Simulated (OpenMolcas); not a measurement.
## Single-point calculation, with input and output: BH2 (charge +1)

BH2, charge +1, computed with HF/3-21G, RHF (OpenMolcas 26.06).

The geometry is that of the parent species in another charge or spin state. The geometry comes from this level: GFN2-xTB.

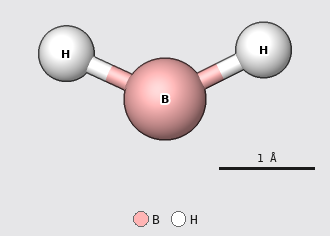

The structure (ball-and-stick view, seen at an oblique angle). Bond lengths as drawn: B–H 1.16 Å.

### The input
```
>>> EXPORT MOLCAS_PRINT=2

&GATEWAY
  BasLib
  $CurrDir
  BasisSet
  B.3-21G....
  B1 0.262840 -0.166230 0.128640 angstrom
  End of Basis
  BasisSet
  H.3-21G....
  H2 0.280020 0.985320 0.260980 angstrom
  H3 -0.542860 -0.819090 -0.389630 angstrom
  End of Basis

&SEWARD

&SCF
  Charge
  1
  PrOrbitals
  1 1
```

Launched with:
```bash
export MOLCAS_MEM=1860
pymolcas step1.inp > step1.log
```

### Output
```
--- Start Module: gateway ---

                                              &GATEWAY

                       available to each process: 1.9 GB of memory, 1 thread

 Basis Set     1 Label: B.3-21G....
 Basis set is read from library:.
 basistype.tbl is not found

 Basis Set     2 Label: H.3-21G....
 Basis set is read from library:.
 basistype.tbl is not found

++    Symmetry information:
      ---------------------

                    Character Table for C1

                             E
                    a        1  x, y, xy, Rz, z, xz, Ry, yz, Rx, I
--

++    Basis set information:
      ----------------------

      Basis set label: B.3-21G.........

      Electronic valence basis set:
      ------------------
      Associated Effective Charge   5.000000 au
      Associated Actual Charge      5.000000 au
      Nuclear Model: Point charge

      Shell  nPrim  nBasis  Cartesian Spherical Contaminant
         s       6       3        X
         p       3       2        X

      Basis set label: H.3-21G.........

      Electronic valence basis set:
      ------------------
      Associated Effective Charge   1.000000 au
      Associated Actual Charge      1.000000 au
      Nuclear Model: Point charge

      Shell  nPrim  nBasis  Cartesian Spherical Contaminant
         s       3       2        X
--

++    Molecular structure info:
      -------------------------

                    ************************************************
                    **** Cartesian Coordinates / bohr, angstrom ****
                    ************************************************

     Center  Label                x              y              z                     x              y              z
        1      B1               0.496696      -0.314129       0.243094              0.262840      -0.166230       0.128640
        2      H2               0.529161       1.861985       0.493181              0.280020       0.985320       0.260980
        3      H3              -1.025857      -1.547856      -0.736294             -0.542860      -0.819090      -0.389630

                    ***************************************
                    *    InterNuclear Distances / bohr    *
                    ***************************************

               1 B1            2 H2            3 H3
    1 B1       0.000000
    2 H2       2.190678        0.000000
    3 H3       2.190764        3.944199        0.000000

                    *******************************************
                    *    InterNuclear Distances / angstrom    *
                    *******************************************

               1 B1            2 H2            3 H3
    1 B1       0.000000
    2 H2       1.159257        0.000000
    3 H3       1.159303        2.087180        0.000000

                    **************************************
                    *    Valence Bond Angles / degree    *
                    **************************************
                          Atom centers                 Phi
                      2 H2       1 B1       3 H3       128.37
--

            Nuclear Potential Energy              4.81824385 au

--- Stop Module: gateway /rc=_RC_ALL_IS_WELL_ ---

--- Start Module: seward ---

                                              &SEWARD

                       available to each process: 1.9 GB of memory, 1 thread

               SEWARD will generate:
                  Multipole Moment integrals up to order  2
                  Kinetic Energy integrals
                  Nuclear Attraction integrals (point charge)
                  One-Electron Hamiltonian integrals
                  Velocity integrals
                  Orbital angular momentum around (  0.3814  -0.2412   0.1867 )
                  Velocity quadrupole around (  0.3814  -0.2412   0.1867 )
                  Two-Electron Repulsion integrals

                   Integrals are discarded if absolute value <: 1.00E-14
                   Integral cutoff threshold is set to       <: 1.00E-16

            Nuclear Potential Energy              4.81824385 au

      Basis set specifications :
      Symmetry species         a
      Basis functions           13

--- Stop Module: seward /rc=_RC_ALL_IS_WELL_ ---

--- Start Module: scf ---

                                                &SCF

                       available to each process: 1.9 GB of memory, 1 thread

++    Input section:
      --------------

      Header of the integral files:

      Cartesian coordinates in angstrom:
      -----------------------------------------------------
      No.  Label        X            Y            Z
      -----------------------------------------------------
       1   B1         0.26284000  -0.16623000   0.12864000
       2   H2         0.28002000   0.98532000   0.26098000
       3   H3        -0.54286000  -0.81909000  -0.38963000
      -----------------------------------------------------
      Nuclear repulsion energy =    4.81824385
--

++    Orbital specifications:
      -----------------------

      Symmetry species               1
                                     a
      Frozen orbitals                0
      Aufbau                         3
      Start temperature = 0.500
      End temperature   = 0.010
      Temperature Factor= 0.460
      Deleted orbitals               0
      Total number of orbitals      13
      Number of basis functions     13
--

      Molecular charge                           1.000

++    Optimization specifications:
      ----------------------------

      SCF Algorithm: Conventional
      Minimized density differences are used
      Number of density matrices in core                 5
      Maximum number of NDDO SCF iterations            400
      Maximum number of HF SCF iterations              400
      Threshold for SCF energy change             1.00E-09
      Threshold for density matrix                1.00E-04
      Threshold for Fock matrix                   1.50E-04
      Threshold for linear dependence             1.00E-09
      Threshold at which DIIS is turned on        1.50E-01
      Maximum depth in the DIIS procedure                5
      Maximum depth in the BFGS Hessian update          30
      Threshold at which QNR/C2DIIS is turned on  7.50E-02
      Threshold for Norm(delta) (QNR/C2DIIS)      1.00E-03
      All orbitals punched on: SCFORB
--

      Input vectors read from INPORB
      Orbital file label: *Guess orbitals

++ Convergence information
                                   SCF        iterations: Energy and convergence statistics

Iter     Tot. SCF        One-elec.       Two-elec.     Energy      Max Dij or  Max Fij      DNorm      TNorm      AccCon     Time
         Energy          Energy          Energy        Change      Delta Norm                                                in Sec.
   1   -23.733995079   -38.864666154    10.312427229   0.00E+00    1.11E-01*   3.57E-01*    3.10E+00   1.21E+01   None         0.
   2   -24.322982538   -39.336427612    10.195201228  -5.89E-01*   3.18E-02*   3.92E-02*    1.80E+00   1.20E+01   EDIIS        0.
   3   -25.038157329   -40.099570884    10.243169710  -7.15E-01*   5.34E-02*   3.25E-02*    1.69E+00   1.20E+01   EDIIS        0.
   4   -25.271150361   -40.304588268    10.215194062  -2.33E-01*   4.28E-02*   1.56E-02*    2.85E-01   1.21E+01   EDIIS        0.
   5   -25.282256585   -40.352706205    10.252205774  -1.11E-02*   1.03E-02*   5.26E-03*    8.98E-02   1.21E+01   EDIIS        0.
   6   -25.282345374   -40.352689275    10.252100056  -8.88E-05*   2.89E-03*   1.05E-03*    9.40E-03   1.21E+01   EDIIS        0.

       Fermi aufbau procedure completed!
      nOcc=    3

   7   -25.282352071   -40.352269271    10.251673354  -6.70E-06*   3.01E-04*   5.01E-04*    1.75E-03   1.21E+01   c2DIIS       0.
   8   -25.282352878   -40.352136839    10.251540116  -8.07E-07*   5.39E-05    3.75E-05     1.43E-04   1.21E+01   QNRc2DIIS    0.
   9   -25.282352885   -40.352139369    10.251542638  -7.34E-09*   3.08E-05    1.12E-05     1.46E-05   1.21E+01   QNRc2DIIS    0.
  10   -25.282352886   -40.352136031    10.251539299  -1.09E-09*   2.07E-06    9.42E-07     1.25E-05   1.21E+01   QNRc2DIIS    0.
  11   -25.282352886   -40.352134844    10.251538112  -5.61E-12    7.28E-08    4.68E-08     5.06E-06   1.21E+01   QNRc2DIIS    0.

       Convergence after  11 Iterations
--

 *****************************************************************************************************************************
 *                                             SCF/KS-DFT Program, Final results                                             *
 *                                                       Final Results                                                       *
 *****************************************************************************************************************************

::    Total SCF energy                                -25.2823528865
      One-electron energy                             -40.3521348437
      Two-electron energy                              10.2515381116
      Nuclear repulsion energy                          4.8182438456
      Kinetic energy (interpolated)                    25.1882820047
      Virial theorem                                    1.0037347081
      Total spin, S(S+1)                                0.0000000000
      Total spin, S                                     0.0000000000
      Max non-diagonal density matrix element           0.0000001025
      Max non-diagonal Fock matrix element              0.0000000113

      All orbitals with orbital energies smaller than  E(LUMO)+0.5 are printed

++    Molecular orbitals:
      -------------------

      Title: SCF orbitals

      Molecular orbitals for symmetry species 1: a

          Orbital            1         2         3         4         5         6         7
          Energy           -8.0310   -1.0176   -0.8759   -0.2927   -0.2470    0.0440    0.0762
          Occ. No.          2.0000    2.0000    2.0000    0.0000    0.0000    0.0000    0.0000

--

++    Molecular charges:
      ------------------

      Mulliken charges per centre and basis function type
      ---------------------------------------------------

                B1      H2      H3
      1s       3.1931  0.8479  0.8479
      2px      0.1971  0.0000  0.0000
      2pz      0.1106  0.0000  0.0000
      2py      0.8033  0.0000  0.0000
      Total    4.3041  0.8479  0.8479

      N-E      0.6959  0.1521  0.1521

      Total electronic charge=    6.000000

      Total            charge=    1.000000
--

++    Molecular properties:
      ---------------------

      Charge (e):
                      =    1.0000
      Dipole Moment (debye):
      Origin of the operator (angstrom)=    0.2018   -0.1276    0.0988
                   X=  6.6180E-01               Y= -4.1859E-01               Z=  3.2390E-01           Total=  8.4742E-01
      Center of Charge (angstrom)
                     X=    0.33961022               Y=   -0.21479215               Z=    0.16621306
      Quadrupole Moment (debye*angstrom):
      Origin of the operator (angstrom)=    0.2018   -0.1276    0.0988
                  XX= -4.3604E+00              XY= -3.3408E-01              XZ=  1.3134E-01              YY= -4.7658E+00
                  YZ= -1.9730E-01              ZZ= -4.6081E+00
      In traceless form (debye*angstrom)
                  XX=  3.2658E-01              XY= -5.0112E-01              XZ=  1.9701E-01              YY= -2.8160E-01
                  YZ= -2.9595E-01              ZZ= -4.4985E-02
--

--- Stop Module: scf /rc=_RC_ALL_IS_WELL_ ---

.##################.
.# Happy landing! #.
.##################.

    Timing: Wall=1.37 User=1.04 System=0.29
```

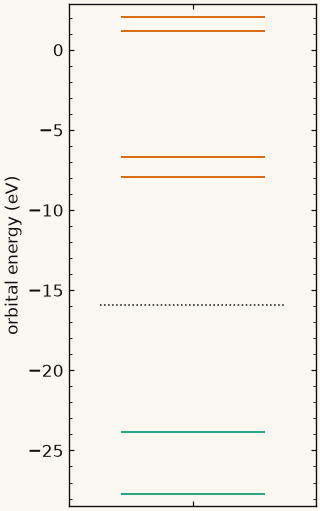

Orbital energies near the frontier; the dotted line parts filled from empty levels, and levels within 0.02 eV of each other stand side by side. Highest filled −23.83 eV, lowest empty −7.96 eV, 15.87 eV apart.

### Results in brief

- outcome: converged
- total energy: −25.282353 hartree
- basis functions: 13
- HOMO: −23.83 eV
- LUMO: −7.96 eV
- hardware: 1 thread of Intel Xeon (Sapphire Rapids), 64 GiB of memory available, shared host
- wall time: 1.6 s
- peak memory: 0.37 GiB
